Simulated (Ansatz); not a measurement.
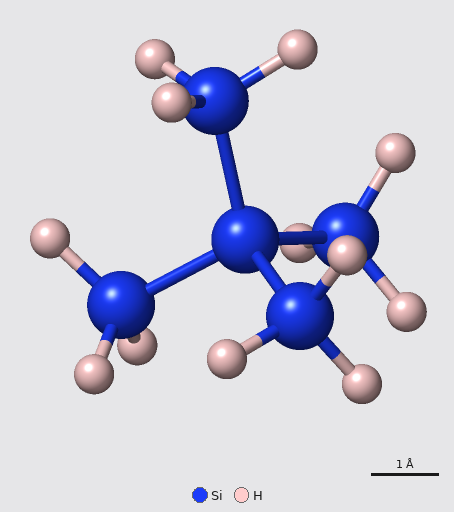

This is the input geometry for a relaxation of Si5H12. The picture is a ball-and-stick view, seen from a free direction.

The run prepares the start of a later molecular dynamics calculation, from a guessed geometry.

Theory: RKS PBE-D4/STO-3G (Ansatz 0.2.0).

Input file:
```yaml
crystal:
  periodic: [false, false, false]
  atoms:
    - { symbol: Si, position_ang: [0.0, 0.0, 0.0] }
    - { symbol: Si, position_ang: [0.0, 0.0, 2.22] }
    - { symbol: H, position_ang: [-1.3148, -0.4067, 2.7074] }
    - { symbol: H, position_ang: [1.0096, -0.9353, 2.7074] }
    - { symbol: H, position_ang: [0.3052, 1.342, 2.7074] }
    - { symbol: Si, position_ang: [2.0935, 0.0, -0.7393] }
    - { symbol: H, position_ang: [2.5508, -1.3762, -0.9079] }
    - { symbol: H, position_ang: [2.1573, 0.6939, -2.0222] }
    - { symbol: H, position_ang: [2.951, 0.6823, 0.2255] }
    - { symbol: Si, position_ang: [-1.0456, 1.8115, -0.7393] }
    - { symbol: H, position_ang: [-2.4302, 1.478, -1.0607] }
    - { symbol: H, position_ang: [-1.0215, 2.8436, 0.2931] }
    - { symbol: H, position_ang: [-0.3743, 2.3069, -1.9374] }
    - { symbol: Si, position_ang: [-1.0456, -1.8115, -0.7393] }
    - { symbol: H, position_ang: [-1.7029, -2.4846, 0.3772] }
    - { symbol: H, position_ang: [-2.0454, -1.4265, -1.7311] }
    - { symbol: H, position_ang: [-0.0777, -2.7173, -1.3511] }
basis:
  gaussian: { orbitals: STO-3G }
hamiltonian:
  xc: pbe
  dispersion: d4
relax:
  f_tol: 0.02
  max_steps: 40
```

Launched with:
```bash
ansatz run input.yaml --threads 1 --pin off --max-ram 2048MiB --backend cpu --events-out ev --progress --plain --runs-dir out
```

Where does the relaxation end?

After 3 geometry steps the energy has fallen by 3.36 kcal/mol. The largest force component goes from 0.32 to 0.014 eV/Å. The atom that moves furthest after the best rigid fit is H11 (0.18 Å). Largest moves by element: H 0.18 Å, Si 0.05 Å. Some distances before and after: Si1–Si10 2.218 → 2.260 Å, Si10–H11 1.460 → 1.456 Å. Among the angles between lasting bonds that change: Si1–Si14–H17 109.5° → 111.7°, H15–Si14–H16 109.4° → 107.3°, Si1–Si14–H16 109.5° → 111.6°.

The structure at the end:

```xyz
17

Si   -0.0011   -0.0008   -0.0026
Si   -0.0018   -0.0260    2.2550
H    -1.3208   -0.3430    2.7835
H     0.9285   -1.0162    2.7781
H     0.3876    1.2683    2.7960
Si    2.1336    0.0238   -0.7423
H     2.6872   -1.3214   -0.8010
H     2.2277    0.5937   -2.0787
H     2.9938    0.8118    0.1289
Si   -1.0754    1.8498   -0.7313
H    -2.4945    1.5970   -0.9357
H    -0.9604    2.9463    0.2196
H    -0.5291    2.3140   -1.9984
Si   -1.0539   -1.8470   -0.7792
H    -1.7937   -2.5203    0.2788
H    -2.0058   -1.5189   -1.8308
H    -0.1124   -2.8110   -1.3304
```

After the run, drawn alike:

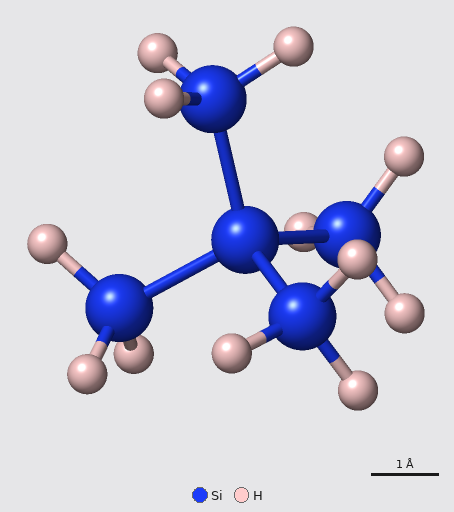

Limits of the set-up: STO-3G is a minimal basis, so the numbers are rough.
